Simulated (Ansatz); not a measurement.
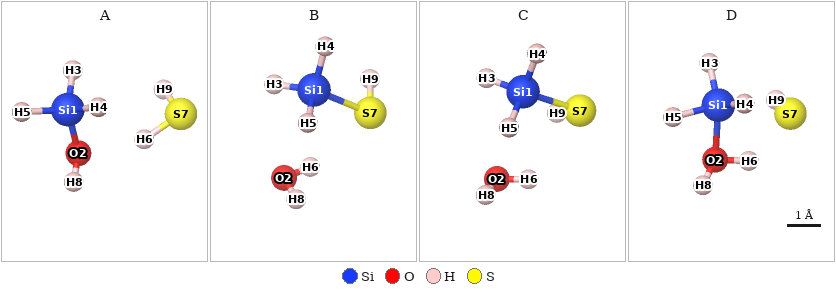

4 geometries from a converged minimum-energy path of SiH6SO, shuffled. A ball-and-stick model, seen at a tilt.

Computed with RKS r2SCAN/def2-SVP in Ansatz 0.2.0. Run with 5 movable images; climbing image; force threshold 0.05 eV/Å; iteration limit 60; starting path through a guess of the saddle point.

Q: Which of them lies highest in energy?

A: D. In order along the path, whose images run from 0 to 6: A (image 0, 0.0 kcal/mol), D (image 3, +26.5 kcal/mol), C (image 5, +5.3 kcal/mol), B (image 6, +4.9 kcal/mol). Breaking: H6–S7 (1.36 → 1.91 at the top → 2.54 Å), Si1–O2 (1.68 → 1.91 at the top → 3.13 Å). Forming: O2–H6 (2.15 → 1.05 at the top → 0.97 Å), Si1–S7 (3.84 → 2.51 at the top → 2.17 Å).

The run took 3.2 min on 2 threads of Arm Neoverse V2 (shared host), peak memory 0.16 GiB.
